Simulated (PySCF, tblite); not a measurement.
**C4H9NOSi: geometry, infrared bands and NMR shifts**

What infrared bands and NMR shifts should C4H9NOSi (`C=N[C@H]1CC[SiH2]O1`) show?

Programs: tblite 0.8.0 and PySCF 2.14.0, with density-fitted response routines of our own. Each step states its level of theory. These are calculated values for one molecule in the gas phase, unless marked as measured. Atoms count from 0, in the outputs and in this text.

### Step 1. The molecule as given

16 atoms, charge 0, multiplicity 1; geometry from: force field or distance geometry start.

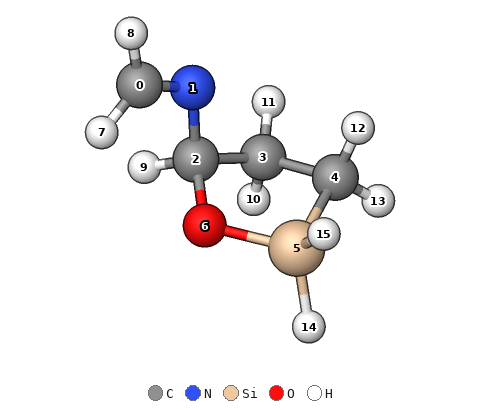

The starting geometry (carbon grey, nitrogen blue, silicon light orange, oxygen red, hydrogen white), atoms numbered; sticks join atoms by distance.

### Step 2. Relaxing the molecule with GFN2-xTB

The job: settings as JSON, then the geometry in Å.

```
{"job": {"kind": "relax", "xc": "GFN2-xTB", "basis": "xTB"}, "charge": 0, "multiplicity": 1}
C      2.497700     0.690000     0.822100
N      1.470400    -0.036400     1.108200
C      0.728400    -0.464300    -0.067600
C     -0.506600    -1.279500     0.395600
C     -1.631100    -0.296100     0.755800
Si    -1.315600     1.053100    -0.524800
O      0.259200     0.607200    -0.933400
H      2.771900     0.979400    -0.203900
H      3.142500     1.072900     1.627800
H      1.352100    -1.121100    -0.671300
H     -0.845200    -1.928700    -0.425600
H     -0.276900    -1.946000     1.251800
H     -1.501800     0.098800     1.771600
H     -2.614600    -0.753200     0.662400
H     -2.193400     0.915100    -1.705000
H     -1.344500     2.417800     0.074300
```

Command:

```console
OMP_NUM_THREADS=1 python probes_run.py task.json out
```

This one command runs all jobs of the session in turn.

**Question.** This job is followed by: GFN2-xTB harmonic vibrations, gas phase; GIAO PBE0/pcSseg-1 NMR shielding, non-relativistic, gas phase. Predict these results of the whole session: strongest single infrared mode (GFN2-xTB); zero-point energy (GFN2-xTB); 13C shifts against TMS (PBE0/pcSseg-1); 1H shifts against TMS (PBE0/pcSseg-1); 15N shifts against NH3 (PBE0/pcSseg-1); 29Si shifts against TMS (PBE0/pcSseg-1); 17O shifts against H2O (PBE0/pcSseg-1); surface potential, least and greatest.

As calculated:

```
                                 quantity                                                     value
strongest single infrared mode (GFN2-xTB)                                     2277 cm⁻¹, 378 km/mol
             zero-point energy (GFN2-xTB)                                             77.6 kcal/mol
   13C shifts against TMS (PBE0/pcSseg-1)                                150.4, 98.1, 33.7, 7.0 ppm
    1H shifts against TMS (PBE0/pcSseg-1)  7.58, 7.34, 6.28, 5.05, 5.00, 2.50, 1.95, 0.90, 0.82 ppm
   15N shifts against NH3 (PBE0/pcSseg-1)                                                 410.5 ppm
  29Si shifts against TMS (PBE0/pcSseg-1)                                                  -2.3 ppm
   17O shifts against H2O (PBE0/pcSseg-1)                                                  56.4 ppm
    surface potential, least and greatest                                        -1.48 V and 1.16 V
```

Over 89 steps the energy fell by 0.433 eV; of the close pairs, Si5–O6 changed most, 1.687 to 1.635 Å. All 42 modes are real, so the xTB geometry is a minimum. The strongest single mode, at 2277 cm⁻¹, moves mainly H15. GFN2-xTB is a fitted tight-binding method: band positions and strengths are rough. Its intensities can rank the bands wrongly. At PBE0/pcSseg-1: The largest span, 702 ppm, is at N1, where the paramagnetic term is -473 ppm.
